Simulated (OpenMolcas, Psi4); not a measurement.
**How methods differ on CH5FOSi (SMILES CO[SiH2]F)**

CH5FOSi has 9 atoms, charge 0, and is taken as a singlet. SMILES: `CO[SiH2]F`. The coordinates come from a PBE0-D4/def2-TZVP relaxation. This is one conformer, not always the lowest.

Each level gives the HOMO–LUMO gap (eV). The values are calculated.

```tsv
level	kind	program	value (eV)	CPU time
SVWN5/def2-SVP	LDA	OpenMolcas	7.41	30 s
revPBE/def2-SVP	GGA	OpenMolcas	7.67	42 s
M06-L/def2-SVP	meta-GGA	OpenMolcas	8.55	54 s
B3LYP/def2-SVP	global hybrid	OpenMolcas	9.62	46 s
BHLYP/def2-SVP	global hybrid	OpenMolcas	12.56	51 s
M06-2X/def2-SVP	hybrid meta-GGA	OpenMolcas	12.49	56 s
PBE0/def2-SVP	global hybrid	OpenMolcas	10.16	40 s
CAM-B3LYP/def2-SVP (density fitting)	range-separated hybrid	Psi4	12.59	9.6 s
```

The values span 7.41 to 12.59 eV. Orbital gaps aren't excitation energies; they tend to grow with the share of exact exchange. CPU times are rough (shared hosts, several kinds of processor): they show what a rung costs within a factor of a few.

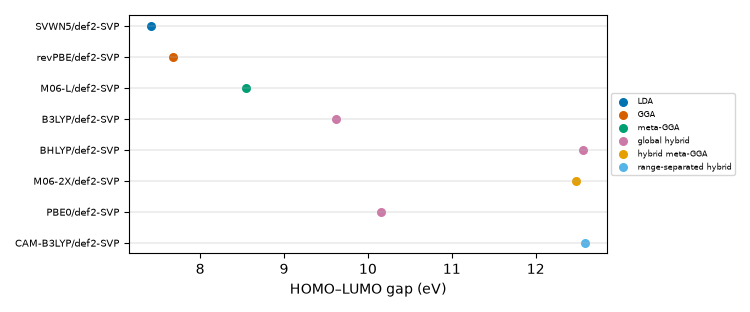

The values of the table, level by level.
